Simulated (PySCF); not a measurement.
# CH7ClO3Si2 (SMILES O[SiH](O)O[SiH2]CCl): what the fields show

```xyz
14

O    -1.4328    0.2732   -1.5077
Si   -1.5011   -0.8873   -0.3856
O    -2.8126   -0.5907    0.5239
O    -0.1582   -0.8229    0.5218
Si    1.3064   -0.2513    0.8929
C     1.7148    1.2109   -0.2648
Cl    3.4042    1.7379   -0.0456
H    -2.2387    0.6941   -1.7939
H    -1.5151   -2.2138   -0.9730
H    -2.9356   -1.0413    1.3537
H     2.2459   -1.3469    0.6743
H     1.2241    0.2083    2.2784
H     1.0945    2.0840   -0.0719
H     1.6035    0.9452   -1.3145
```

Geometry: GFN2-xTB.

All numbers below come from PBE0/pcSseg-1, SCF density, gas phase, non-relativistic (PySCF).

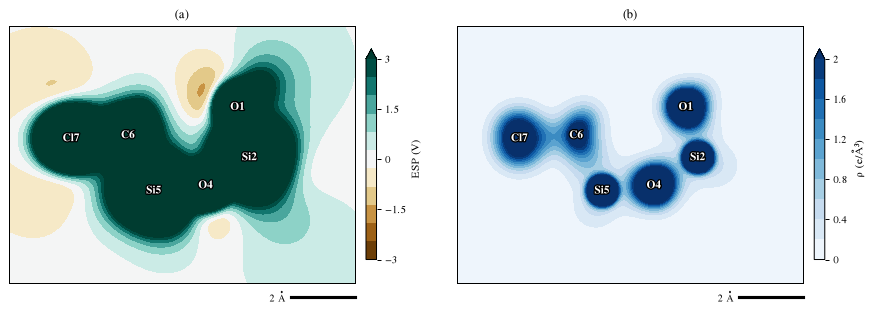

Figure 1. (a) molecular electrostatic potential; (b) electron density on the plane of atoms Si2, O4 and Si5.

> What do the fields say about this system?

The plane passes through O, Si, C and Cl nuclei.
Si–O (1.62 Å): the density is about 1.1 e/Å³ at the midpoint.
C–Cl (1.78 Å): ρ at the midpoint is about 1.3 e/Å³.
C–Si (1.91 Å): ρ is about 0.93 e/Å³ halfway.
Outside the dense part of the molecule the potential is most negative (−1.4 V) near O1.

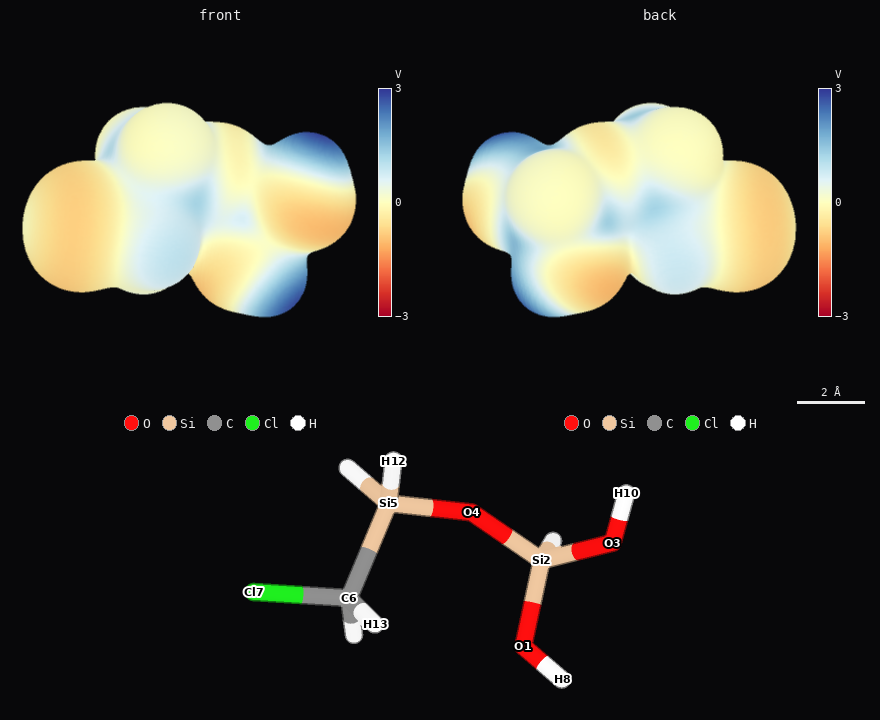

Figure 2. The molecular electrostatic potential painted on the density surface at 0.002 e/bohr³, seen from the front and from behind; red is negative and blue positive. The bare structure is drawn below in the same view.

> Where is the surface potential most negative and most positive?

The most negative region (about −1.0 V, or −23 kcal/mol for a unit charge) lies over O1 and O3, the most positive (about +2.7 V, or +62 kcal/mol for a unit charge) over H8 and H10.

> What dipole moment does the calculation give?

Its dipole moment is 3.13 D.
